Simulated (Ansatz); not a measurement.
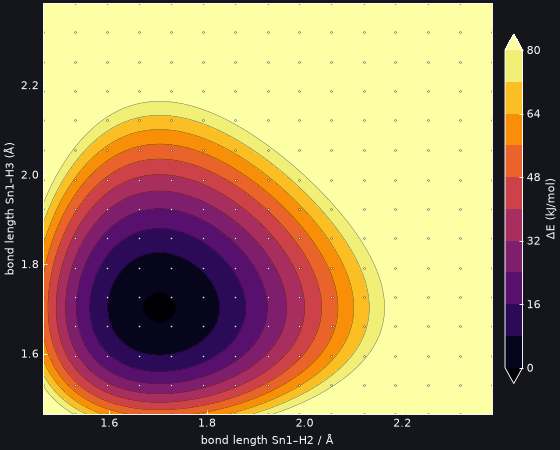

SnH4. 
- The first coordinate is: bond length Sn1–H2; the second: bond length Sn1–H3.
- Nothing is relaxed (all other coordinates rigid).
- The scan uses a 15 × 15 grid; 120 points were computed and 105 follow by symmetry.
- Points are written as (first, second).
- Energies are in kJ/mol, from the lowest grid point.
- Method: Ansatz 0.2.0, RKS r2SCAN-D4/def2-TZVP.

In the figure: filled contours, dots at the grid points, one colour for all values above the top of the scale. Between grid points the surface is interpolated.

Question: Where is the minimum, and how stiff is the well along each coordinate?

Answer: The interpolated minimum is at bond length Sn1–H2 ≈ 1.702 Å, bond length Sn1–H3 ≈ 1.702 Å. The curvatures there are about 14 eV/Å² and 14 eV/Å², with a cross term of about 0 eV/Å². Round the minimum the contours are nearly round: the two directions are equally stiff and uncoupled. (1 eV is 96.5 kJ/mol.)
